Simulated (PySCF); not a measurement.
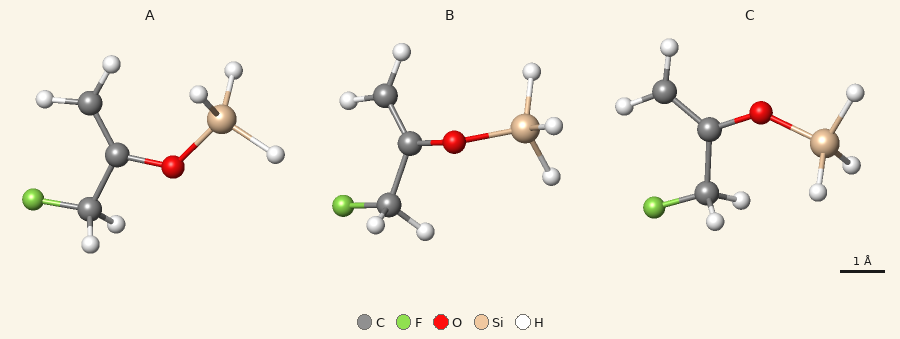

3 geometries from one relaxation of C₃H₇FOSi, in shuffled order. The picture is a ball-and-stick view, seen at a tilt.

The start comes from GFN2-xTB. Its atoms were then displaced at random by about 0.01 Å.

Level of theory: PBE0-D3(BJ)/def2-SVP geometry optimisation, gas phase in PySCF. 

Put them in the order of the run, from the start to the converged end.

Answer. C, B, A. They are steps 0, 18, 28, at +0.325 eV, +0.107 eV relative to the last. An H atom moves most after the best rigid fit: 3.34 Å. By element the largest moves are H 3.34 Å, O 1.28 Å, C 0.64 Å, Si 0.57 Å, F 0.53 Å. Near-neighbour distances that change, for instance: O–Si 1.634 → 1.684 Å, H–Si 1.452 → 1.492 Å, C–H 1.057 → 1.092 Å, C–F 1.329 → 1.362 Å. Bond angles that change, for instance: C–O–Si 136.4° → 126.7°, C–C–O 120.5° → 126.3°, O–Si–H 99.1° → 104.8°. Groups turn about C–O by about 180°. The energy falls by 0.325 eV in 28 geometry steps. Cost: 2.7 min on 1 thread of Arm Neoverse V1 (shared host).
